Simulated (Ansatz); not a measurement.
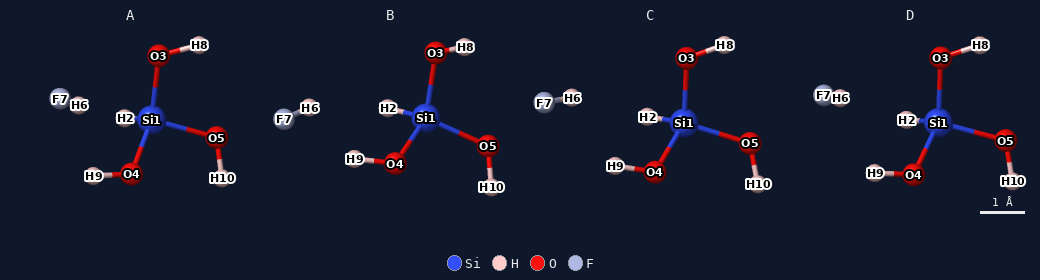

4 geometries from one relaxation of SiH5O3F (started from a transition state, displaced along its imaginary mode), in shuffled order. A ball-and-stick model, seen face on.

These are results of Ansatz, RKS PBE0-D4/def2-TZVP, not measurements. (force threshold 0.005 eV/Å; at most 200 steps)

Q: Order the frames from highest to lowest energy.

A: A, D, C, B. They are steps 0, 3, 6, 16, at +1.657 eV, +0.195 eV, +0.045 eV relative to the last. Over 15 accepted moves (16 points after the start) the energy falls by 1.657 eV. Largest force component: 12 eV/Å at the start, 0.0043 eV/Å at the end. The line search rejected the trial step at point 12 of the run. The atom that moves furthest after the best rigid fit is F7 (0.96 Å). By element the largest moves are F 0.96 Å, H 0.68 Å, O 0.45 Å, Si 0.34 Å. Among the contacts that change: Si1–F7 2.176 → 3.280 Å, Si1–H6 1.876 → 2.782 Å, H6–F7 0.808 → 0.928 Å, Si1–H2 1.524 → 1.490 Å. Bond angles that change, for instance: H2–Si1–O5 97.2° → 112.6°, H2–Si1–O3 113.5° → 102.7°, Si1–O3–H8 110.4° → 118.4°. Groups turn about Si1–O3 by about 50°. Cost: 48 s on 4 threads of Arm Neoverse V1 (shared host).
